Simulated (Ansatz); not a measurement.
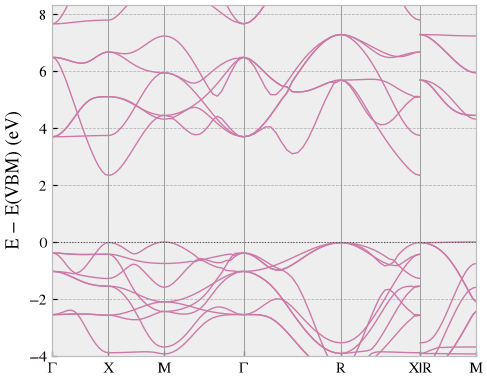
Fig. 1. Band structure from DFT-PBEsol in the program Ansatz with PAW potentials

Problem. Read off the gap and where the band edges lie.

Solution. About 2.3 eV (2.34 eV by a search for the band edges); maximum at M, minimum at X.

The material is ZrPbO₃ (cubic perovskite, Pm-3m).

The first step of the workflow began from a Materials Project structure, measured or hypothetical; the Crystallography Open Database copy checked does not list it. COD files the formula under space group No. 38, 55, so this cell is another polymorph or a model. Whether it is the stable phase at ambient conditions was not checked. The PBEsol relaxation kept the symmetry of its start. At this level the phase is dynamically unstable (imaginary phonons). The run is not spin-polarised. Scalar-relativistic: spin–orbit coupling is off unless named, which matters more the heavier the elements.

Potentials: the later of the program's two PAW sets.
